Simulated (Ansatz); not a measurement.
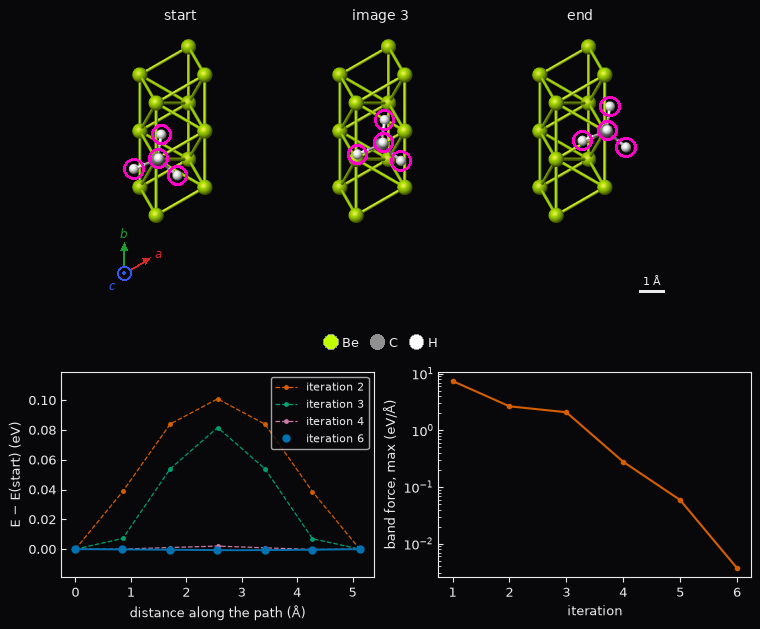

NEB run on CH4 on Be(0001) (23 atoms in the cell). Images are numbered from 0 (start) to 6 (end). The plot follows the band through its iterations. Style: ball-and-stick. Shown: the simulation cell, with the vacuum cut short (origin moved), along the c axis. The atoms that move most are ringed. Bonds to atoms that aren't drawn are left out.

All numbers below come from Ansatz, DFT PBEsol, scalar-relativistic, plane waves, PAW. Set-up: plane-wave cutoff 420 eV; k-point mesh 5 × 4 × 1; Fermi-Dirac smearing 0.15 eV; 6 atoms held fixed; 5 movable images; climbing image; force threshold 0.05 eV/Å; iteration limit 24; starting path by image-dependent pair potential.

> Judge this run.

The run is converged, with reservations. The band converged in 6 iterations. The largest component of the band force went from 7.5 to 0.0037 eV/Å. The first iteration put the highest image at 0.810 eV. No barrier shows: the energy is highest at the start, and the end lies 0.000 eV below the start.

Limits of the set-up: the periodic images lie only 4.6 Å apart, so the values are limited by the cell's size.
